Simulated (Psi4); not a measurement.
**C2H3ClSi (SMILES ClC1=C[SiH2]1): TPSSh/def2-SVP**

What is the energy change on altering one bond length of C2H3ClSi at TPSSh/def2-SVP? 

The results are computed with Psi4 1.11.

2 further runs of the same task are left out: 1 that didn't finish, 1 set aside as unsound or not needed.

## Step 1: The structure to begin with

C2H3ClSi: 7 atoms, total charge 0, spin state singlet. SMILES: `ClC1=C[SiH2]1`. The coordinates come from a PBE0-D4/def2-TZVP relaxation.

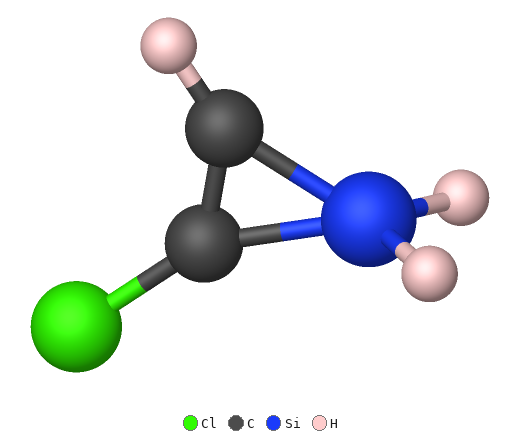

The structure, seen from a chosen angle (chlorine green, carbon dark grey, silicon blue, hydrogen pink).

## Step 2: Energy and gradient at TPSSh/def2-SVP

The input, c2h3clsi.json:

```json
{
  "schema_name": "qcschema_input",
  "schema_version": 1,
  "molecule": {
    "schema_name": "qcschema_molecule",
    "schema_version": 2,
    "symbols": ["Cl", "C", "C", "Si", "H", "H", "H"],
    "geometry": [-2.20946778, -4.33370892, 0.7776223, -0.67652195, -1.54938645, 0.3084033, 1.58132282, -0.62360962, 0.88193518, -0.35130009, 1.64708529, -0.8294008, 3.26450188, -1.27329746, 1.84361681, -1.58321255, 3.80080615, 0.47016386, 0.09032891, 2.20379861, -3.53870114],
    "molecular_charge": 0,
    "molecular_multiplicity": 1,
    "fix_symmetry": "c1"
  },
  "driver": "gradient",
  "model": {
    "method": "tpssh",
    "basis": "def2-SVP"
  },
  "keywords": {
    "puream": true,
    "e_convergence": 1e-09,
    "d_convergence": 1e-08,
    "scf_type": "pk",
    "dft_radial_points": 99,
    "dft_spherical_points": 590,
    "scf_properties": ["WIBERG_LOWDIN_INDICES", "MAYER_INDICES", "MULLIKEN_CHARGES"]
  }
}
```

The run is started by

```console
$ psi4 --qcschema c2h3clsi.json -n 1 --memory 2200MB
```

stdout:

```text
[...]
  Running in c1 symmetry.
[...]
  Nuclear repulsion =  179.922318783884947
[...]
  Multiplicity = 1
[...]
  Nalpha       = 23
  Nbeta        = 23
[...]
    Number of basis functions: 79
[...]
   @RKS iter   1:  -827.05270237719583    2.22108e-01   9.55104e-03 DIIS/ADIIS
[...]
   @RKS iter  11:  -827.38203907849913   -1.37561e-11   9.10960e-09 DIIS
[...]
    Orbital Energies [Eh]
    ---------------------
    Doubly Occupied:
       1A   -101.363738     2A    -65.996652     3A    -10.180394
       4A    -10.142346     5A     -9.390746     6A     -7.146527
       7A     -7.136382     8A     -7.135087     9A     -5.237583
      10A     -3.589666    11A     -3.589184    12A     -3.587238
      13A     -0.856059    14A     -0.765322    15A     -0.533448
      16A     -0.504548    17A     -0.456154    18A     -0.383247
      19A     -0.371965    20A     -0.339520    21A     -0.294634
      22A     -0.263413    23A     -0.261359
[...]
  @RKS Final Energy:  -827.38203907849913
   => Energetics <=
    Nuclear Repulsion Energy =            179.9223187838849469
    One-Electron Energy =               -1497.8988449981031863
    Two-Electron Energy =                 545.8270547452070787
    DFT Exchange-Correlation Energy =     -55.2325676094880151
    Empirical Dispersion Energy =           0.0000000000000000
    VV10 Nonlocal Energy =                  0.0000000000000000
    Total Energy =                       -827.3820390784991332
[...]
 Multipole Moments:
 ------------------------------------------------------------------------------------
     Multipole            Electronic (a.u.)      Nuclear  (a.u.)        Total (a.u.)
 ------------------------------------------------------------------------------------
 L = 1.  Multiply by 2.5417464519 to convert [e a0] to [Debye]
 Dipole X            :         -2.5105342            2.7853499            0.2748157
 Dipole Y            :         -5.5362445            5.8962282            0.3599837
 Dipole Z            :          1.1575554           -1.1862244           -0.0286690
 Magnitude           :                                                    0.4537993
[...]
  Mulliken Charges: (a.u.)
   Center  Symbol    Alpha    Beta     Spin     Total
       1    CL     8.55072  8.55072  0.00000 -0.10143
       2     C     3.01307  3.01307  0.00000 -0.02614
       3     C     3.08472  3.08472  0.00000 -0.16944
       4    SI     6.79679  6.79679  0.00000  0.40643
       5     H     0.48128  0.48128  0.00000  0.03743
       6     H     0.53671  0.53671  0.00000 -0.07342
       7     H     0.53671  0.53671  0.00000 -0.07342
   Total alpha = 23.00000, Total beta = 23.00000, Total charge =  0.00000
  Mayer Bond Indices:
[...]
  -Total Gradient:
     Atom            X                  Y                   Z
    ------   -----------------  -----------------  -----------------
       1        0.005293375114     0.008819385207    -0.001307847834
       2        0.008879242638     0.004415738211     0.001960954522
       3       -0.010663058562    -0.003488460340    -0.003075881410
       4        0.002233452117    -0.009811346115     0.004848446297
       5       -0.006133124776     0.001794656590    -0.003269138426
       6        0.000409677056    -0.001071392577    -0.000093225512
       7       -0.000020433533    -0.000654423820     0.000934682578
[...]
```

The result, in JSON:

```text
{
 "driver": "gradient",
 "model": {
  "method": "tpssh",
  "basis": "def2-SVP"
 },
 "success": true,
 "return_result": [0.005293375114389362, 0.00881938520671588, -0.0013078478339344085, 0.008879242638158202, 0.004415738211341322, 0.0019609545221475136, -0.010663058562368571, -0.003488460340295485, -0.0030758814095403555, 0.0022334521166809188, -0.009811346114636799, 0.004848446296567041, -0.006133124775582616, 0.001794656590054497, -0.0032691384260223333, 0.00040967705643980834, -0.001071392577185859, -9.322551175500182e-05, -2.0433533332451376e-05, -0.0006544238199573706, 0.0009346825777470091],
 "properties": {
  "calcinfo_nbasis": 79,
  "calcinfo_nmo": 79,
  "calcinfo_nalpha": 23,
  "calcinfo_nbeta": 23,
  "calcinfo_natom": 7,
  "nuclear_repulsion_energy": 179.92231878388495,
  "return_energy": -827.3820390784991,
  "return_gradient": [0.005293375114389362, 0.00881938520671588, -0.0013078478339344085, 0.008879242638158202, 0.004415738211341322, 0.0019609545221475136, -0.010663058562368571, -0.003488460340295485, -0.0030758814095403555, 0.0022334521166809188, -0.009811346114636799, 0.004848446296567041, -0.006133124775582616, 0.001794656590054497, -0.0032691384260223333, 0.00040967705643980834, -0.001071392577185859, -9.322551175500182e-05, -2.0433533332451376e-05, -0.0006544238199573706, 0.0009346825777470091],
  "scf_one_electron_energy": -1497.8988449981032,
  "scf_two_electron_energy": 545.8270547452071,
  "scf_xc_energy": -55.232567609488015,
  "scf_dipole_moment": [0.2748156875971546, 0.35998370356975684, -0.028668976623110964],
  "scf_total_energy": -827.3820390784991,
  "scf_total_gradient": [0.005293375114389362, 0.00881938520671588, -0.0013078478339344085, 0.008879242638158202, 0.004415738211341322, 0.0019609545221475136, -0.010663058562368571, -0.003488460340295485, -0.0030758814095403555, 0.0022334521166809188, -0.009811346114636799, 0.004848446296567041, -0.006133124775582616, 0.001794656590054497, -0.0032691384260223333, 0.00040967705643980834, -0.001071392577185859, -9.322551175500182e-05, -2.0433533332451376e-05, -0.0006544238199573706, 0.0009346825777470091],
  "scf_iterations": 11
 }
}
```

It took 54 s on 1 thread of Intel Xeon Platinum 8259CL at 2.50GHz (Skylake/Cascade Lake), shared host; peak memory 1.2 GiB.

## Step 3: The distorted shape: the energy at TPSSh/def2-SVP

The input, calc.py:

```python
import psi4

psi4.set_memory(2200000000)
psi4.set_num_threads(1)
psi4.core.set_output_file('run.log', False)

molecule = psi4.geometry("""
0 1
Cl    -1.881732    -2.018271     0.004396
C     -1.070532    -0.544871    -0.243904
C      0.124268    -0.054971     0.059596
Si    -0.898432     1.146629    -0.846004
H      1.727500    -0.673800     0.975600
H     -1.550332     2.286329    -0.158304
H     -0.664732     1.441229    -2.279704
units angstrom
symmetry c1
""")

psi4.set_options({
    'basis': 'def2-SVP',
    'puream': True,
    'e_convergence': 1e-09,
    'd_convergence': 1e-08,
    'scf_type': 'pk',
    'dft_radial_points': 99,
    'dft_spherical_points': 590,
})

e, wfn = psi4.energy('tpssh', return_wfn=True)
psi4.oeprop(wfn, 'MULLIKEN_CHARGES', 'MAYER_INDICES', 'QUADRUPOLE')
print(f'tpssh energy: {e:.10f} Eh')
```

The run is started by

```console
$ python calc.py
```

run.log (excerpt; [...] marks lines left out):

```text
[...]
  Running in c1 symmetry.
[...]
  Nuclear repulsion =  177.189739206301880
[...]
  Multiplicity = 1
[...]
  Nalpha       = 23
  Nbeta        = 23
[...]
    Number of basis functions: 79
[...]
   @RKS iter   1:  -826.83487882157226    2.58893e-01   1.01338e-02 DIIS/ADIIS
[...]
   @RKS iter  12:  -827.25729721952109   -1.59162e-11   7.76909e-09 DIIS
[...]
  @RKS Final Energy:  -827.25729721952109
   => Energetics <=
    Nuclear Repulsion Energy =            177.1897392063018799
    One-Electron Energy =               -1492.0298318828076845
    Two-Electron Energy =                 542.6602999037635300
    DFT Exchange-Correlation Energy =     -55.0775044467788817
    Empirical Dispersion Energy =           0.0000000000000000
    VV10 Nonlocal Energy =                  0.0000000000000000
    Total Energy =                       -827.2572972195210923
[...]
 Multipole Moments:
 ------------------------------------------------------------------------------------
     Multipole            Electronic (a.u.)      Nuclear  (a.u.)        Total (a.u.)
 ------------------------------------------------------------------------------------
 L = 1.  Multiply by 2.5417464519 to convert [e a0] to [Debye]
 Dipole X            :         -3.6100792            3.4380118           -0.1720674
 Dipole Y            :         -5.1631503            5.6443084            0.4811581
 Dipole Z            :          0.5498307           -0.8133271           -0.2634964
 Magnitude           :                                                    0.5749353
 L = 2.  Multiply by 1.3450342976 to convert [e a0^2] to [Debye ang]
 Quadrupole XX       :       -130.2369783          101.4696198          -28.7673586
 Quadrupole XY       :        -97.6535971           97.5391900           -0.1144071
[...]
  Mulliken Charges: (a.u.)
   Center  Symbol    Alpha    Beta     Spin     Total
       1    CL     8.54107  8.54107  0.00000 -0.08214
       2     C     3.02705  3.02705  0.00000 -0.05411
       3     C     3.09122  3.09122  0.00000 -0.18244
       4    SI     6.78924  6.78924  0.00000  0.42151
       5     H     0.48532  0.48532  0.00000  0.02935
       6     H     0.53304  0.53304  0.00000 -0.06609
       7     H     0.53304  0.53304  0.00000 -0.06609
   Total alpha = 23.00000, Total beta = 23.00000, Total charge = -0.00000
  Mayer Bond Indices:
[...]
```

On the terminal:

```text
tpssh energy: -827.2572972195 Eh
```

Run time: 48 s. Hardware: 1 thread of Intel Xeon Platinum 8259CL at 2.50GHz (Skylake/Cascade Lake), shared host; peak memory 1.1 GiB.

## Step 4: What came out

Level: TPSSh/def2-SVP.

```
                                                         quantity          value
                                        first shape: total energy  -827.38204 Eh
                                       first shape: dipole moment         1.15 D
                                         first shape: HOMO energy       -7.11 eV
                                         first shape: LUMO energy       -0.67 eV
                                       first shape: HOMO–LUMO gap        6.44 eV
                            first shape: largest force on an atom     0.598 eV/Å
                                    distorted shape: total energy  -827.25730 Eh
                                   distorted shape: dipole moment         1.46 D
                                     distorted shape: HOMO energy       -7.04 eV
                                     distorted shape: LUMO energy       -2.93 eV
                                   distorted shape: HOMO–LUMO gap        4.12 eV
energy change with the C3–H5 bond stretched from 1.082 to 1.947 Å       3.394 eV
```

**Reading.** With the C3–H5 bond stretched from 1.082 to 1.947 Å the energy rises by 3.39 eV (328 kJ/mol). The first shape isn't relaxed at this level, so the change isn't measured from a minimum. A restricted reference can't describe the breaking bond well at this length. The largest force (first shape) is 0.60 eV/Å: the shape isn't a stationary point for this species at this level. Mulliken charges (first shape) run from -0.17 on C3 to +0.41 on Si4.
